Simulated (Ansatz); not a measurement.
# Geometry relaxation of CH5BF2Si (part 2 of 2)

CH5BF2Si; UKS revPBE-D4/def2-SVP (Ansatz 0.2.0). It belongs to a series of runs on one base structure; here: end point B relaxed.

Geometry of the input (Å):
```
C  -1.3133  -0.6414  0.4135
B  0.1277  -0.1695  0.7207
Si 1.2051  0.6217  -0.6790
F  1.4674  -0.4578  -1.9469
F  0.5184  2.0323  -1.2377
H  -1.9415  0.3063  0.0709
H  -1.3375  -1.3575  -0.3997
H  -1.7911  -1.0058  1.3062
H  0.5787  -0.3072  1.8474
H  0.9089  0.6840  0.5473
```

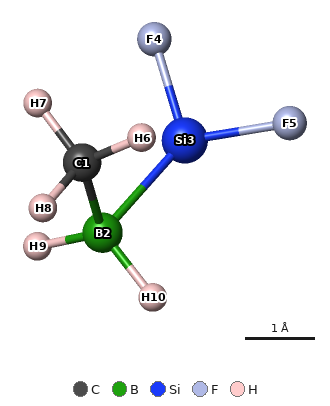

The geometry at step 13 of the log (ball-and-stick view, seen at a tilt; atoms are numbered from 1 in the order of the input).

Trajectory as extended XYZ, continued:
```
10
Properties=species:S:1:pos:R:3:forces:R:3 step=6 energy=-15096.20241
C    -1.2266   -0.5443    0.3562    0.1110   0.1575  -0.1086
B     0.1420   -0.0210    1.0337    0.7866   0.5154  -0.2975
Si    1.2811    0.4352   -0.8106   -1.0051  -0.0016  -0.2095
F     1.2093   -0.5405   -2.1436    0.0895   0.1763   0.0735
F     0.6401    1.8553   -1.4037    0.4878  -0.5087   0.1293
H    -1.8153    0.3201   -0.0136   -0.0877  -0.1302  -0.0590
H    -1.2003   -1.3152   -0.4451    0.1193   0.0308   0.1248
H    -1.7772   -1.0225    1.2024    0.0255   0.0572  -0.0369
H     0.8230   -0.6769    1.8116   -0.1515   0.0363  -0.1067
H     0.3467    1.2149    1.0553   -0.3754  -0.3331   0.4905
10
Properties=species:S:1:pos:R:3:forces:R:3 step=7 energy=-15096.40974
C    -1.1915   -0.5298    0.3529   -0.4648   0.2536  -0.3351
B     0.1590    0.0190    1.0469    0.9699   0.3261  -0.2319
Si    1.1390    0.3481   -0.8284   -0.7547   0.9950  -0.4666
F     1.2042   -0.5448   -2.2255   -0.0039   0.2050   0.4833
F     0.7319    1.8707   -1.4389    0.4259  -1.2119   0.3958
H    -1.8144    0.3064   -0.0506    0.0889  -0.3024   0.0374
H    -1.1347   -1.3244   -0.4197    0.0540  -0.0402   0.0487
H    -1.7506   -0.9956    1.1952   -0.0515   0.0224   0.0641
H     0.8303   -0.6951    1.7918   -0.1646   0.1073  -0.1729
H     0.2498    1.2505    1.2187   -0.0992  -0.3550   0.1773
10
Properties=species:S:1:pos:R:3:forces:R:3 step=8 energy=-15096.53516
C    -1.1740   -0.5217    0.3388   -0.5332  -0.0585  -0.3210
B     0.1827    0.0383    1.0250    0.7645   0.5445  -0.0489
Si    1.0728    0.3608   -0.8313   -0.3201   0.4646   0.1998
F     1.1330   -0.5455   -2.2006    0.0042  -0.0943   0.2178
F     0.8246    1.8588   -1.4683    0.0789  -0.2231   0.0647
H    -1.8120    0.2774   -0.1074    0.0749  -0.1955   0.0458
H    -1.0997   -1.3561   -0.3911    0.0271   0.0031   0.0404
H    -1.7347   -0.9557    1.1984   -0.0571   0.0761   0.0364
H     0.8534   -0.7058    1.7336   -0.0986   0.0230  -0.1246
H     0.1767    1.2546    1.3455    0.0593  -0.5399  -0.1104
10
Properties=species:S:1:pos:R:3:forces:R:3 step=9 energy=-15096.61222
C    -1.1633   -0.5228    0.3193   -0.5328  -0.2305  -0.2913
B     0.2147    0.0465    0.9927    0.5288   0.4291   0.4532
Si    1.0152    0.4091   -0.7916   -0.1331   0.3802  -0.1176
F     1.0750   -0.5506   -2.1153    0.0434  -0.1545   0.0874
F     0.8403    1.8826   -1.4893    0.0313  -0.0627   0.0573
H    -1.7795    0.2422   -0.2133    0.0723  -0.1977   0.1011
H    -1.0820   -1.4252   -0.3348    0.0270   0.2055   0.1377
H    -1.7580   -0.8614    1.2055    0.0590   0.1497  -0.1102
H     0.8918   -0.7495    1.6449   -0.1500   0.1174  -0.0988
H     0.1686    1.2341    1.4245    0.0540  -0.6363  -0.2187
10
Properties=species:S:1:pos:R:3:forces:R:3 step=10 energy=-15096.65202
C    -1.1678   -0.5250    0.3160   -0.3450  -0.2484  -0.0714
B     0.2323    0.0443    0.9880    0.2192   0.0551   0.1215
Si    0.9761    0.4581   -0.7928    0.0848   0.0365  -0.0417
F     1.0794   -0.5490   -2.0782   -0.0018  -0.0537   0.0636
F     0.8557    1.9142   -1.5254   -0.0541   0.0314   0.0207
H    -1.7688    0.2112   -0.2687    0.0436  -0.1250   0.0840
H    -1.0802   -1.4642   -0.2834    0.0003   0.2370   0.1422
H    -1.7803   -0.7885    1.2187    0.1076   0.1168  -0.2156
H     0.9071   -0.7756    1.6026   -0.0574   0.0584  -0.0862
H     0.1693    1.1796    1.4659    0.0029  -0.1081  -0.0170
10
Properties=species:S:1:pos:R:3:forces:R:3 step=11 energy=-15096.65807
C    -1.1675   -0.4893    0.3048    0.0347  -0.1045  -0.1311
B     0.2560    0.0371    1.0032   -0.0580   0.0162  -0.0969
Si    1.0115    0.4974   -0.7705   -0.3366  -0.0848  -0.0329
F     1.1681   -0.5804   -1.9892    0.1006  -0.0274  -0.0310
F     0.6802    1.8838   -1.5692    0.0333   0.0582  -0.0086
H    -1.7553    0.2075   -0.3285    0.0926   0.1235  -0.0074
H    -1.0844   -1.4500   -0.2413    0.0145  -0.0150   0.0066
H    -1.8111   -0.6791    1.1939    0.0773   0.0112   0.0614
H     0.9415   -0.8510    1.4873   -0.0320   0.0565   0.1228
H     0.1839    1.1291    1.5522    0.0737  -0.0339   0.1171
10
Properties=species:S:1:pos:R:3:forces:R:3 step=12 energy=-15096.66807
C    -1.1824   -0.4860    0.3045   -0.0625  -0.0636   0.0823
B     0.2730    0.0131    0.9796   -0.0898  -0.0520  -0.0330
Si    0.9718    0.4939   -0.7896    0.0314  -0.0822   0.0375
F     1.3591   -0.5238   -2.0077   -0.0289  -0.0237  -0.0190
F     0.5717    1.8642   -1.5822   -0.0395   0.0167  -0.0064
H    -1.7350    0.2153   -0.3563    0.0220   0.0748   0.0282
H    -1.1757   -1.4809   -0.1876    0.1411   0.0583  -0.0092
H    -1.8109   -0.5950    1.2202    0.0256   0.0447  -0.0753
H     0.9263   -0.8808    1.4929    0.0416   0.0005  -0.0204
H     0.2249    1.0850    1.5688   -0.0411   0.0265   0.0152
10
Properties=species:S:1:pos:R:3:forces:R:3 step=13 energy=-15096.67927
C    -1.1654   -0.4754    0.2983   -0.0047  -0.1157  -0.0877
B     0.2673    0.0239    1.0019    0.0229   0.0449   0.0369
Si    0.9706    0.4830   -0.7795   -0.0642  -0.0252  -0.0821
F     1.2703   -0.5760   -1.9929   -0.0206   0.0628   0.0806
F     0.5698    1.8493   -1.5871    0.0064  -0.0727   0.0315
H    -1.7174    0.2523   -0.3355    0.0191   0.0126   0.0286
H    -1.1021   -1.4404   -0.2507   -0.0282   0.0912   0.0573
H    -1.8094   -0.6442    1.1943    0.0645   0.0078  -0.0782
H     0.9363   -0.8653    1.5057   -0.0109   0.0035   0.0056
H     0.2028    1.0978    1.5881    0.0157  -0.0092   0.0075
10
Properties=species:S:1:pos:R:3:forces:R:3 step=14 energy=-15096.68527
C    -1.1477   -0.4591    0.2817    0.0085  -0.0339  -0.0954
B     0.2747    0.0255    1.0202    0.0944   0.0567   0.0515
Si    0.9587    0.4766   -0.7680   -0.0886   0.0381  -0.0115
F     1.2627   -0.6014   -1.9587    0.0053  -0.0055  -0.0127
F     0.4894    1.8081   -1.5971    0.0219  -0.0599   0.0247
H    -1.6892    0.2911   -0.3352    0.0101  -0.0145   0.0195
H    -1.0783   -1.4076   -0.2921   -0.0466   0.0553   0.0475
H    -1.8012   -0.6482    1.1647    0.0403  -0.0134  -0.0412
H     0.9416   -0.8731    1.5102   -0.0287   0.0046   0.0080
H     0.2121    1.0931    1.6170   -0.0165  -0.0274   0.0097
10
Properties=species:S:1:pos:R:3:forces:R:3 step=15 energy=-15096.68885
C    -1.1104   -0.4265    0.2501   -0.0369   0.0565  -0.0588
B     0.2989    0.0325    1.0501    0.0750   0.0408   0.0754
Si    0.9335    0.4662   -0.7535   -0.1067   0.0621  -0.1154
F     1.2487   -0.6477   -1.9125   -0.0059   0.0681   0.0485
F     0.3564    1.7373   -1.6169    0.0974  -0.1241   0.0685
H    -1.6410    0.3551   -0.3380    0.0184  -0.0633   0.0246
H    -1.0422   -1.3517   -0.3575   -0.0375   0.0008   0.0074
H    -1.7748   -0.6478    1.1152    0.0229  -0.0260  -0.0015
H     0.9474   -0.8878    1.5234   -0.0239   0.0104  -0.0192
H     0.2064    1.0755    1.6824   -0.0028  -0.0252  -0.0296
10
Properties=species:S:1:pos:R:3:forces:R:3 step=16 energy=-15096.68834 accepted=F
C    -1.1180   -0.4242    0.2500    0.0318   0.0112  -0.0486
B     0.2973    0.0366    1.0457    0.0348   0.0300   0.0611
Si    0.9229    0.4826   -0.7439    0.0181  -0.0704  -0.1809
F     1.2645   -0.6579   -1.8672    0.0089   0.0461  -0.0056
F     0.3749    1.7287   -1.6535    0.0203  -0.0197   0.0494
H    -1.6620    0.3640   -0.3115   -0.0241  -0.0022  -0.0106
H    -1.0596   -1.3372   -0.3781    0.0071   0.0255   0.0236
H    -1.7615   -0.6696    1.1211   -0.0378  -0.0345   0.0462
H     0.9630   -0.8843    1.4902   -0.0225  -0.0117   0.0084
H     0.2013    1.0665    1.6899   -0.0366   0.0257   0.0570
10
Properties=species:S:1:pos:R:3:forces:R:3 step=17 energy=-15096.69098
C    -1.1119   -0.4268    0.2508   -0.0318   0.0069  -0.0106
B     0.2991    0.0368    1.0505    0.0619   0.0293  -0.0195
Si    0.9256    0.4671   -0.7556    0.0048  -0.0031   0.0576
F     1.2479   -0.6461   -1.9092   -0.0033  -0.0043  -0.0100
F     0.3788    1.7402   -1.6246    0.0037   0.0035  -0.0064
H    -1.6515    0.3508   -0.3313   -0.0057  -0.0116   0.0076
H    -1.0469   -1.3502   -0.3596   -0.0106  -0.0043   0.0022
H    -1.7675   -0.6581    1.1196    0.0010  -0.0135  -0.0042
H     0.9464   -0.8860    1.5185   -0.0134   0.0026  -0.0060
H     0.2029    1.0774    1.6834   -0.0066  -0.0054  -0.0106
10
Properties=species:S:1:pos:R:3:forces:R:3 step=18 energy=-15096.69162
C    -1.1171   -0.4259    0.2519    0.0216   0.0029   0.0064
B     0.3008    0.0442    1.0471   -0.0286  -0.0130  -0.0069
Si    0.9299    0.4650   -0.7548   -0.0063  -0.0122  -0.0093
F     1.2503   -0.6516   -1.9060    0.0060  -0.0027   0.0080
F     0.3976    1.7383   -1.6319   -0.0020   0.0110   0.0036
H    -1.6726    0.3554   -0.3086    0.0004   0.0026   0.0001
H    -1.0504   -1.3381   -0.3757   -0.0012   0.0050   0.0015
H    -1.7568   -0.6859    1.1243    0.0059  -0.0002   0.0014
H     0.9413   -0.8812    1.5186    0.0015   0.0053  -0.0029
H     0.1997    1.0848    1.6779    0.0028   0.0013  -0.0021
10
Properties=species:S:1:pos:R:3:forces:R:3 step=19 energy=-15096.69174
C    -1.1189   -0.4247    0.2539   -0.0091  -0.0005  -0.0061
B     0.2978    0.0442    1.0452   -0.0029   0.0010   0.0001
Si    0.9309    0.4634   -0.7558    0.0049  -0.0018  -0.0089
F     1.2625   -0.6537   -1.9034   -0.0018   0.0028   0.0055
F     0.3971    1.7347   -1.6354   -0.0004  -0.0019   0.0013
H    -1.6776    0.3612   -0.2969   -0.0013  -0.0030   0.0013
H    -1.0549   -1.3314   -0.3823    0.0018   0.0052   0.0021
H    -1.7540   -0.6949    1.1267    0.0031   0.0001  -0.0012
H     0.9409   -0.8793    1.5159    0.0049  -0.0039   0.0028
H     0.1990    1.0857    1.6748    0.0007   0.0019   0.0029
```

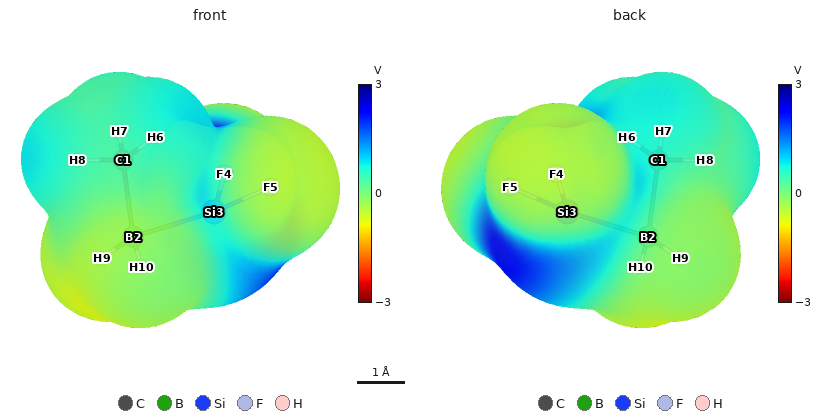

The molecular electrostatic potential painted on the density surface at 0.002 e/bohr³, seen at a tilt and from behind; the colour scale runs from red (negative) to blue (positive).

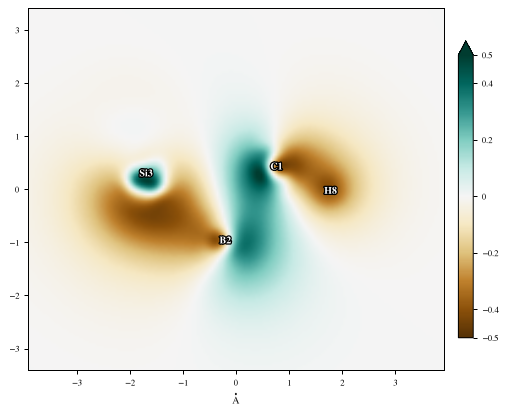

One frontier orbital on the plane of atoms C1, B2 and Si3 (values in Å⁻³ᐟ²; the overall sign is arbitrary). The HOMO (α), at −7.05 eV. Its weight (Hirshfeld) is mainly on Si3 (35 %), B2 (20 %) and C1 (15 %).

Key numbers:

- outcome: converged
- total energy: −15096.6918 eV
- mean-field energy: −15096.0800 eV
- largest force (length of the vector) at the end: 0.011 eV/Å
- hardware: 2 threads of Intel Xeon @ 2.50GHz (Skylake/Cascade Lake), 16 GiB of memory available, shared host
- wall time: 59 s (CPU time 1.9 min)
- peak memory: 0.24 GiB
